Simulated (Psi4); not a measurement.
# One shape, several levels: SiH4O2 (Si(OH)2H2)

Aim: a comparison of 6 runs (HF/3-21G, B3LYP/6-31G*, r2SCANh/pcSseg-1, TPSS/6-311+G**, CCSD/cc-pVDZ-DK) of SiH4O2 (Si(OH)2H2). 

The results are computed with Psi4 1.11.

4 further runs of the same task are left out: 4 set aside as unsound or not needed.

### 1 Starting point

SiH4O2 has 7 atoms, charge 0, and is taken as a singlet. SMILES: `[H][Si]([H])(O)O`. The coordinates come from a GFN2-xTB relaxation. This is one conformer, not always the lowest.

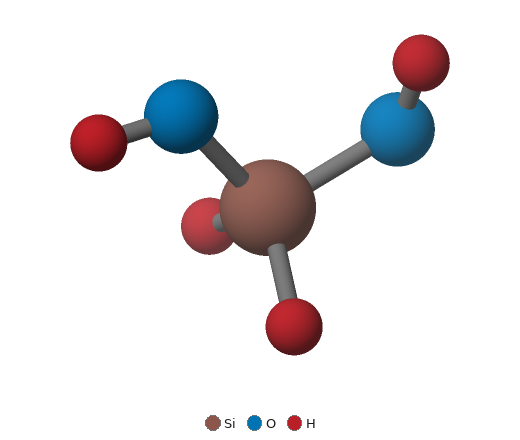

Viewed from a chosen angle; silicon brown, oxygen blue, hydrogen red.

### 2 Energy and forces at HF/3-21G (run 1)

Contents of h4o2si.xyz:

```xyz
7
H4O2Si
Si    -0.252250     0.063680    -0.346570
O     -0.197710     0.044490     1.286260
H     -0.995730     0.127050     1.796570
O      1.284180    -0.072860    -0.831830
H      1.933660    -0.433900    -0.234220
H     -0.726770     1.342670    -0.855030
H     -1.045380    -1.071130    -0.815180
```

Contents of run.py:

```python
import psi4

psi4.set_memory(1600000000)
psi4.set_num_threads(1)
psi4.core.set_output_file('psi4.out', False)

with open('h4o2si.xyz') as f:
    atoms = ''.join(f.readlines()[2:])
geom = psi4.geometry('0 1\n' + atoms + 'symmetry c1\nno_reorient\nno_com')

psi4.set_options({
    'basis': '3-21G',
    'puream': True,
    'e_convergence': 1e-09,
    'd_convergence': 1e-08,
    'scf_type': 'pk',
})

e_tot, wfn = psi4.gradient('scf', molecule=geom, return_wfn=True)
psi4.oeprop(wfn, 'QUADRUPOLE', 'DIPOLE', 'LOWDIN_CHARGES')
print('gradient / Eh bohr^-1')
print(e_tot.np.round(6))
print(f'energy = {wfn.energy():.10f} Eh')
```

Run with:

```sh
$ python run.py
```

psi4.out:

```text
[...]
  Running in c1 symmetry.
[...]
  Nuclear repulsion =  122.218765821461631
[...]
  Multiplicity = 1
[...]
  Nalpha       = 17
  Nbeta        = 17
[...]
    Number of basis functions: 39
[...]
   @RHF iter   1:  -438.57122522735852   -7.20215e-01   1.33131e-02 DIIS/ADIIS
[...]
   @RHF iter  11:  -438.68118836271231   -5.11591e-13   1.80700e-09 DIIS
[...]
    Orbital Energies [Eh]
    ---------------------
    Doubly Occupied:
       1A    -68.355471     2A    -20.444452     3A    -20.432556
       4A     -6.156676     5A     -4.253564     6A     -4.253065
       7A     -4.252623     8A     -1.353933     9A     -1.321272
      10A     -0.776478    11A     -0.692455    12A     -0.615217
      13A     -0.578146    14A     -0.516509    15A     -0.505705
      16A     -0.492653    17A     -0.436204
[...]
  @RHF Final Energy:  -438.68118836271231
   => Energetics <=
    Nuclear Repulsion Energy =            122.2187658214616306
    One-Electron Energy =                -850.9259504992405709
    Two-Electron Energy =                 290.0259963150666636
    Total Energy =                       -438.6811883627123052
[...]
  -Total Gradient:
     Atom            X                  Y                   Z
    ------   -----------------  -----------------  -----------------
       1        0.020724230310    -0.005250728365     0.020092733263
       2        0.002208918856     0.000107863856    -0.022080003667
       3        0.005039575617    -0.000254347036    -0.015806442047
       4       -0.031656122513     0.004057394186     0.010022680877
       5       -0.013301532263     0.003193251384    -0.000387305357
       6        0.008765491478    -0.005579599330     0.004194076366
       7        0.008219438516     0.003726165304     0.003964260565
[...]
 Multipole Moments:
 ------------------------------------------------------------------------------------
     Multipole            Electronic (a.u.)      Nuclear  (a.u.)        Total (a.u.)
 ------------------------------------------------------------------------------------
 L = 1.  Multiply by 2.5417464519 to convert [e a0] to [Debye]
 Dipole X            :         -8.8803135            8.1750308           -0.7052827
 Dipole Y            :         -1.3765284            1.1891102           -0.1874182
 Dipole Z            :          3.0912753           -2.5027533            0.5885220
 Magnitude           :                                                    0.9375006
 L = 2.  Multiply by 1.3450342976 to convert [e a0^2] to [Debye ang]
 Quadrupole XX       :        -90.3406916           74.0925038          -16.2481878
 Quadrupole XY       :          5.0246178           -6.6613739           -1.6367561
[...]
```

The script printed:

```text
gradient / Eh bohr^-1
[[ 0.020724 -0.005251  0.020093]
 [ 0.002209  0.000108 -0.02208 ]
 [ 0.00504  -0.000254 -0.015806]
 [-0.031656  0.004057  0.010023]
 [-0.013302  0.003193 -0.000387]
 [ 0.008765 -0.00558   0.004194]
 [ 0.008219  0.003726  0.003964]]
energy = -438.6811883627 Eh
```

Run time: 2.4 s. Hardware: 1 thread of Intel Xeon Platinum 8175M at 2.50GHz (Skylake/Cascade Lake), shared host; peak memory 0.18 GiB.

### 3 Energy and gradient at B3LYP/6-31G(d) (spherical functions) (run 2)

Contents of h4o2si.in:

```
memory 1600 mb

molecule geom {
  Si    -0.252250     0.063680    -0.346570
  O     -0.197710     0.044490     1.286260
  H     -0.995730     0.127050     1.796570
  O      1.284180    -0.072860    -0.831830
  H      1.933660    -0.433900    -0.234220
  H     -0.726770     1.342670    -0.855030
  H     -1.045380    -1.071130    -0.815180
  symmetry c1
}

set basis 6-31G*
set reference rks
set puream true
set e_convergence 1e-09
set d_convergence 1e-08
set scf_type pk
set dft_radial_points 99
set dft_spherical_points 590

e, wfn = gradient("b3lyp", return_wfn=True)
oeprop(wfn, "MAYER_INDICES", "QUADRUPOLE", "MULLIKEN_CHARGES", title="B3LYP")
print_variables()
```

Run with:

```sh
$ psi4 -i h4o2si.in -o h4o2si.out -n 1
```

h4o2si.out:

```text
[...]
  Running in c1 symmetry.
[...]
  Nuclear repulsion =  122.218765821461602
[...]
  Multiplicity = 1
[...]
  Nalpha       = 17
  Nbeta        = 17
[...]
    Number of basis functions: 54
[...]
   @RKS iter   1:  -442.10460255566682   -1.72327e-01   1.64707e-02 DIIS/ADIIS
[...]
   @RKS iter  10:  -442.40409155659012   -2.27374e-12   8.69831e-09 DIIS
[...]
    Orbital Energies [Eh]
    ---------------------
    Doubly Occupied:
       1A    -66.145652     2A    -19.138942     3A    -19.131921
       4A     -5.301272     5A     -3.661285     6A     -3.659645
       7A     -3.657710     8A     -1.015579     9A     -0.991981
      10A     -0.580961    11A     -0.524132    12A     -0.440523
      13A     -0.396013    14A     -0.357818    15A     -0.345643
      16A     -0.320837    17A     -0.290580
[...]
  @RKS Final Energy:  -442.40409155659012
   => Energetics <=
    Nuclear Repulsion Energy =            122.2187658214616022
    One-Electron Energy =                -854.3700262203753937
    Two-Electron Energy =                 321.8542578068798434
    DFT Exchange-Correlation Energy =     -32.1070889645561834
    Empirical Dispersion Energy =           0.0000000000000000
    VV10 Nonlocal Energy =                  0.0000000000000000
    Total Energy =                       -442.4040915565901173
[...]
  -Total Gradient:
     Atom            X                  Y                   Z
    ------   -----------------  -----------------  -----------------
       1        0.005165748784     0.000618991677    -0.000957064609
       2       -0.010999396315     0.000398596579    -0.012650668052
       3        0.012585409508    -0.000732311337    -0.008331003872
       4       -0.016234406316    -0.003682092640     0.017760603813
       5       -0.007004416321     0.005686680602    -0.007878965913
       6        0.007694093958    -0.008103155620     0.006367086095
       7        0.008799683395     0.005818919541     0.005690163630
[...]
 Multipole Moments:
 ------------------------------------------------------------------------------------
     Multipole            Electronic (a.u.)      Nuclear  (a.u.)        Total (a.u.)
 ------------------------------------------------------------------------------------
 L = 1.  Multiply by 2.5417464519 to convert [e a0] to [Debye]
 Dipole X            :          0.9235047           -1.3424591           -0.4189544
 Dipole Y            :         -0.0498996           -0.1081995           -0.1580991
 Dipole Z            :          0.5259109            0.0433564            0.5692673
 Magnitude           :                                                    0.7242813
 L = 2.  Multiply by 1.3450342976 to convert [e a0^2] to [Debye ang]
 Quadrupole XX       :        -87.5543244           72.1798882          -15.3744362
 Quadrupole XY       :          5.5475122           -6.9430138           -1.3955016
[...]
  Mulliken Charges: (a.u.)
   Center  Symbol    Alpha    Beta     Spin     Total
       1    SI     6.59517  6.59517  0.00000  0.80966
       2     O     4.36216  4.36216  0.00000 -0.72432
       3     H     0.28864  0.28864  0.00000  0.42273
       4     O     4.35235  4.35235  0.00000 -0.70469
       5     H     0.28555  0.28555  0.00000  0.42889
       6     H     0.55537  0.55537  0.00000 -0.11074
       7     H     0.56077  0.56077  0.00000 -0.12154
   Total alpha = 17.00000, Total beta = 17.00000, Total charge = -0.00000
  Mayer Bond Indices:
[...]
```

Run time: 14 s. Hardware: 1 thread of Intel Xeon Platinum 8175M at 2.50GHz (Skylake/Cascade Lake), shared host; peak memory 0.8 GiB.

Runs 3 to 5 aren't shown in full; the table further down has their settings and results.

### 4 A single-point energy at CCSD/cc-pVDZ-DK (sfX2C, density fitting) (run 6)

Contents of calc.dat:

```
memory 1.6 GB

molecule {
  0 1
  Si    -0.252250     0.063680    -0.346570
  O     -0.197710     0.044490     1.286260
  H     -0.995730     0.127050     1.796570
  O      1.284180    -0.072860    -0.831830
  H      1.933660    -0.433900    -0.234220
  H     -0.726770     1.342670    -0.855030
  H     -1.045380    -1.071130    -0.815180
  units angstrom
  no_reorient
  no_com
}

set basis cc-pVDZ-DK
set scf_type df
set freeze_core true
set relativistic x2c

result, w = energy("ccsd", return_wfn=True)
```

Run with:

```sh
$ psi4 -i calc.dat -o calc.out -n 1
```

calc.out:

```text
[...]
  Running in c1 symmetry.
[...]
  Nuclear repulsion =  122.218765821461631
[...]
  Multiplicity = 1
[...]
  Nalpha       = 17
  Nbeta        = 17
[...]
    Number of basis functions: 66
[...]
    WARNING: The X2C and Dirac Hamiltonians have substatially different eigenvalues!
             This is probably caused by the recontraction of the basis set.
[...]
   @DF-RHF iter   1:  -441.63932798118128   -6.96146e-01   8.50576e-03 DIIS/ADIIS
[...]
   @DF-RHF iter  11:  -441.77212739390473   -2.84217e-12   3.97003e-09 DIIS
[...]
    Orbital Energies [Eh]
    ---------------------
    Doubly Occupied:
       1A    -68.985692     2A    -20.572388     3A    -20.564472
       4A     -6.192022     5A     -4.272701     6A     -4.271480
       7A     -4.269836     8A     -1.360899     9A     -1.332166
      10A     -0.778229    11A     -0.708541    12A     -0.617883
      13A     -0.578085    14A     -0.543006    15A     -0.518502
      16A     -0.509222    17A     -0.440310
[...]
  @DF-RHF Final Energy:  -441.77212739390473
   => Energetics <=
    Nuclear Repulsion Energy =            122.2187658214616306
    One-Electron Energy =                -854.9509194644683703
    Two-Electron Energy =                 290.9600262491020430
    Total Energy =                       -441.7721273939047251
[...]
 Multipole Moments:
 ------------------------------------------------------------------------------------
     Multipole            Electronic (a.u.)      Nuclear  (a.u.)        Total (a.u.)
 ------------------------------------------------------------------------------------
 L = 1.  Multiply by 2.5417464519 to convert [e a0] to [Debye]
 Dipole X            :         -8.6349023            8.1750308           -0.4598715
 Dipole Y            :         -1.3437865            1.1891102           -0.1546763
 Dipole Z            :          3.0302649           -2.5027533            0.5275116
 Magnitude           :                                                    0.7167113
[...]
      * MP2 total energy                      = -442.247353054461030
[...]
      * CCSD total energy                     = -442.272879620056301
[...]
```

It took 13 s on 1 thread of Intel Xeon Platinum 8175M at 2.50GHz (Skylake/Cascade Lake), shared host; peak memory 0.34 GiB.

### 5 Overview of the runs

| run | level | integration grid | task | energy (Eh) | dipole moment (D) | HOMO energy (eV) | LUMO energy (eV) | wall time |
| --- | --- | --- | --- | --- | --- | --- | --- | --- |
| 1 | HF/3-21G | – | gradient | -438.681188 | 2.38 | -11.87 | 4.96 | 2.4 s |
| 2 | B3LYP/6-31G* (spherical functions) | 99 radial × 590 angular | gradient | -442.404092 | 1.84 | -7.91 | 0.84 | 14 s |
| 3 | r2SCANh/pcSseg-1 (density fitting) | 75 radial × 302 angular | energy | -442.284158 | 1.82 | -7.81 | 0.89 | 11 s |
| 4 | TPSS/6-311+G** | 99 radial × 590 angular | gradient | -442.518215 | 1.84 | -7.20 | -0.62 | 65 s |
| 5 | CCSD/cc-pVDZ-DK (density fitting) | – | energy | -441.437609 | – | -11.99 | 4.56 | 13 s |
| 6 | CCSD/cc-pVDZ-DK (sfX2C, density fitting) | – | energy | -442.272880 | – | -11.98 | 4.56 | 13 s |

### 6 Summary of results

```
                                          quantity          value
                               run 6: total energy  -442.27288 Eh
        run 6: HOMO energy (Hartree–Fock orbitals)      -11.98 eV
        run 6: LUMO energy (Hartree–Fock orbitals)        4.56 eV
      run 6: HOMO–LUMO gap (Hartree–Fock orbitals)       16.54 eV
run 6: correlation energy (7 core orbitals frozen)     -500.7 mEh
                              run 6: T1 diagnostic          0.011
```

What this shows: Over runs 1, 2, 3, 4 the dipole moment (its size) runs from 1.82 D (r2SCANh/pcSseg-1) to 2.38 D (HF/3-21G). The two ends differ in method and basis. Over runs 1, 2, 3, 4 the HOMO–LUMO gap runs from 6.57 eV (TPSS/6-311+G**) to 16.83 eV (HF/3-21G). Totals of different functionals can't be ranked against each other. Some runs of one species differ in core potentials or relativity; totals across that change don't compare. In run 5 relativity is left out where basis or elements ask for it. All runs together took 2 min, the longest 65 s.
